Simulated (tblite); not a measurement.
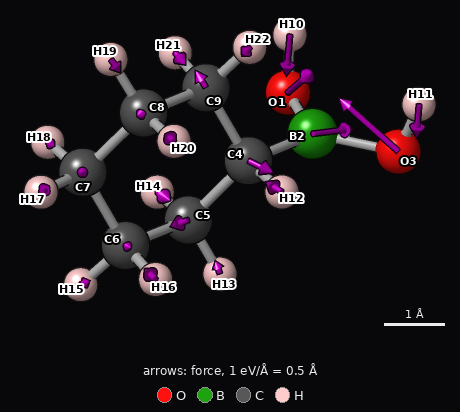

Starting geometry of C$_{6}$H$_{13}$BO$_{2}$ with the computed forces as purple arrows. A ball-and-stick model, seen at a tilt.

The calculation used GFN2-xTB geometry optimisation, gas phase (tblite). 

Is this structure relaxed? If not, where do the atoms go?

It isn't relaxed: the largest force vector, on O3, is 2.76 eV/Å. The final displacements follow the starting forces only in part (cosine between the two patterns 0.40). H10 moves most after the best rigid fit: 1.04 Å. By element the largest moves are H 1.04 Å, O 0.42 Å, B 0.23 Å, C 0.16 Å. Among the contacts that change: B2–O3 1.481 → 1.355 Å, O1–B2 1.455 → 1.355 Å, O1–H10 0.994 → 0.958 Å, C4–H12 1.128 → 1.095 Å. Among the angles between lasting bonds that change: B2–O3–H11 104.1° → 117.7°, B2–O1–H10 104.3° → 117.3°, O1–B2–O3 119.1° → 123.2°. Groups turn about B2–O3 by about 90°, O1–B2 by about 90°. After 67 geometry steps the energy has fallen by 1.502 eV. The run took 0.83 s on 1 thread of Arm Neoverse N1, with other jobs on the host.
